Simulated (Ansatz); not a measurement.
**Ge (diamond structure), cut as [112] wire, round, centred on bond, 1.10 nm across**

Method: PBE (plane waves to 420 eV, PAW; Ansatz, a program for electronic structure).

k-points: Γ-centred 1×1×4 mesh; occupations: Fermi-Dirac, 0.020 eV; spin polarisation not allowed. Scalar-relativistic, no spin-orbit coupling.

 The relaxation kept the symmetry of its start, so a lower minimum of less symmetry isn't excluded. The period along the axis is held at the bulk value.

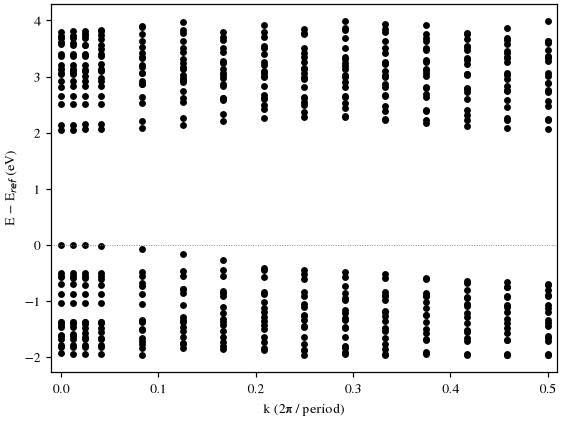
Fig. 1. Levels along the axis at 15 k-points, drawn as points, zero at the top of the valence band

Electronic character: not metallic; Kohn-Sham band gap: 2.05 eV. Only levels within the plotted window are shown.
